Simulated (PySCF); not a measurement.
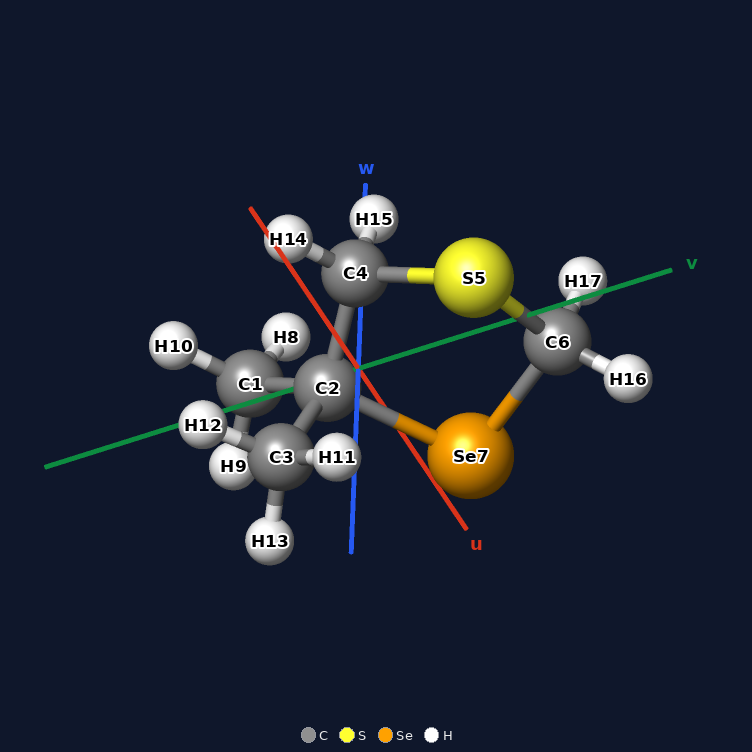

The lines u, v and w are the principal axes of the static dipole polarisability. Computed geometry: GFN2-xTB optimisation. No frequency run is at hand to confirm it as a minimum. Computed with CAM-B3LYP/def2-SVPD (PySCF 2.14.0).

**Along which axis is the molecule most polarisable, and along which least?**

Most along v, least along w.

**Give the three principal values.**

u 109.3, v 114.8, w 89.6 bohr³; mean 104.6, anisotropy 22.9 bohr³.

The geometry is semi-empirical. Around Se such bond lengths and angles can be off by a tenth of an ångström or more and by several degrees, and values that hang on the shape move with them.
